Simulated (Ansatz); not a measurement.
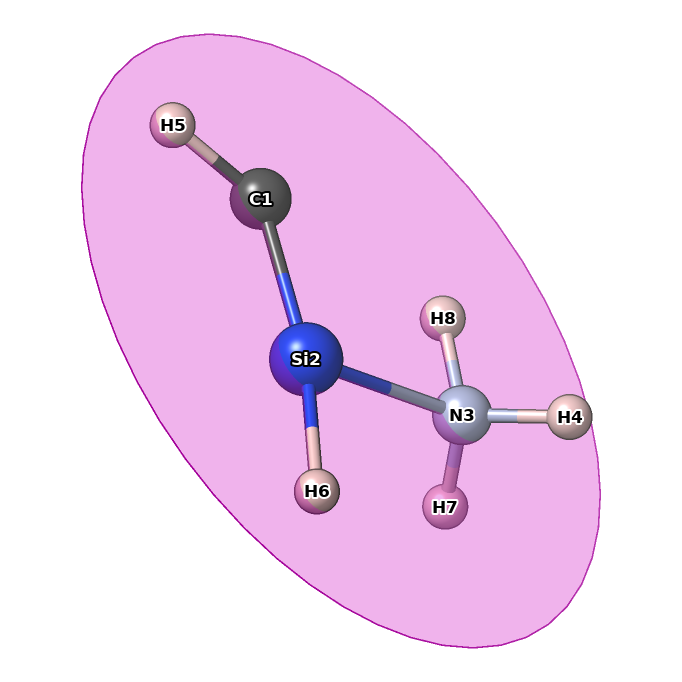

A disc through the centre of mass is drawn in. Depth is shown by fading: the farther an atom, the more it takes the colour of the background. The computed structure is the end point of a PBE-D4/def2-SVP optimisation. No frequency run is at hand to confirm it as a minimum.

> Is the plane of the disc a mirror plane of the structure?

Yes. The reflection leaves C1, Si2, N3, H5, H6, H8 in place and moves H4 ↔ H7. The point group is Cs.
